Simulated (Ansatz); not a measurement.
**Cu3N, pressure series**

Base system: Cu3N (space group Pm-3m, No. 221).

```
CELL_PARAMETERS angstrom
      3.72085     0.00000     0.00000
      0.00000     3.72085     0.00000
      0.00000     0.00000     3.72085
ATOMIC_POSITIONS crystal
  Cu 0.50000 0.00000 0.00000
  Cu 0.00000 0.50000 0.00000
  Cu 0.00000 0.00000 0.50000
  N  0.00000 0.00000 0.00000
```

Cell and atoms are relaxed at each pressure.

Calculations: Ansatz (an electronic-structure program) LDA, without spin-orbit coupling.

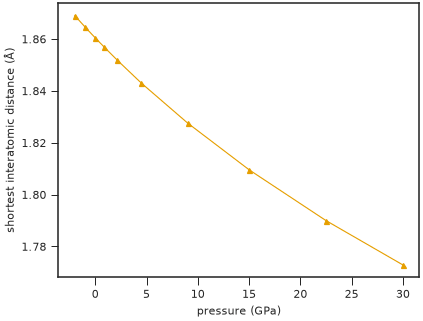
Figure: Shortest interatomic distance against pressure

Problem. From the plot, what is the shortest interatomic distance for pressure 22.5 GPa?

Solution. About 1.790 Å.

Problem. Is the trend monotonic over the range shown?

Solution. Yes, it falls throughout, spanning 1.773 Å to 1.869 Å.

Load acts through the strain it causes; cell and atoms are relaxed under it. No phonon test of stability was made. No other phases were tried under pressure. The final runs are not spin-polarised.
